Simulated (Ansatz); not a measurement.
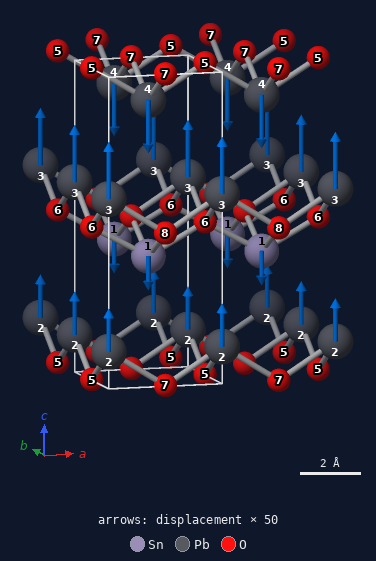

A relaxation of a crystal of SnPb3O4 (a generated structure, set up in P4mm). The starting structure is drawn; blue arrows show the displacements (the part carried along by the change of the cell is left out), magnified 50 times.

Style: ball-and-stick. Shown: the cell of the calculation, repeated 2 × 2 × 1 with one cell outlined, slightly off an axis.

Computed with DFT PBE, scalar-relativistic, plane waves, PAW in Ansatz. Set-up: plane-wave cutoff 420 eV; k-point mesh 8 × 8 × 4; occupations gaussian; smearing width 0.02 eV; no spin polarisation; cell relaxed at fixed volume; force threshold 0.01 eV/Å; at most 30 steps.

Describe the change and its energy.

The energy falls by 4.1 meV per atom in 4 accepted moves (6 points after the start). The largest force component goes from 0.44 to 0.0041 eV/Å. Pressure: 2.91 GPa at the start and 0.95 GPa at the end. The line search rejected the trial step at point 3 of the run. The SCF was repeated once at an unchanged geometry on a basis and grid sized afresh for the cell, which shifted the energy by 0.1 meV per atom at most. Pb3 moves most relative to the cell: 0.039 Å along +c. By element the largest moves are Pb 0.039 Å, Sn 0.023 Å, O 0.006 Å. The drawn cell changes at constant volume: a = b 3.951 → 3.985 Å (+0.9 %), c 10.522 → 10.342 Å (−1.7 %). Among the contacts that change: Pb2–O5 2.325 → 2.348 Å, Pb4–O5 2.297 → 2.317 Å, Sn1–O6 2.247 → 2.265 Å. The space group stays P4mm (No. 99).

Limits of the set-up: layers or molecules are held without a dispersion correction, so their spacing is unreliable.
